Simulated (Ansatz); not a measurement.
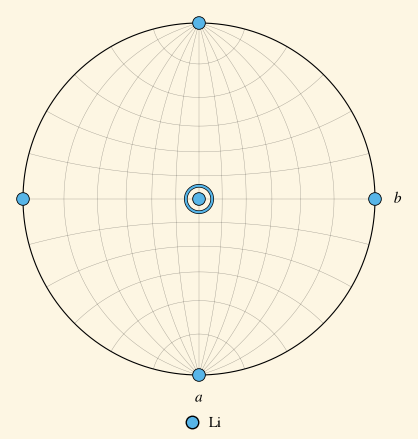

Directions from one lithium atom at (1/2, 1/2, 1/2) to its bonded neighbours, in stereographic projection down c (filled: above the plane of the page or in it, open: below). Crystal: Li4W3, the geometry relaxed with Ansatz 0.2.0, DFT PBE, scalar-relativistic, plane waves, PAW; the starting structure was generated, so it need not be a known form of this composition. Geometry calculated from the standardised cell; symmetry tolerance 0.002 Å.

Neighbours are counted up to 2.58 Å for Li; other elements are left out.

```
Li W
1.0
     4.60932    0.00000    0.00000
     0.00000    4.60932    0.00000
     0.00000    0.00000    4.60932
Li W
4 3
Direct
  0.00000 0.50000 0.50000
  0.50000 0.00000 0.50000
  0.50000 0.50000 0.00000
  0.50000 0.50000 0.50000
  0.50000 0.00000 0.00000
  0.00000 0.50000 0.00000
  0.00000 0.00000 0.50000
```

**How many neighbours are there, and at what angles?**

6: 6 Li at 2.30 Å. Angles between bonds: 90° (12×), 180° (3×).

**What is the site's symmetry in the crystal?**

Point group m-3m (Oh), order 48: three fourfold axes, four threefold axes, six twofold axes, nine mirror planes, an inversion centre. In Pm-3m, No. 221 this is Wyckoff position 1b.
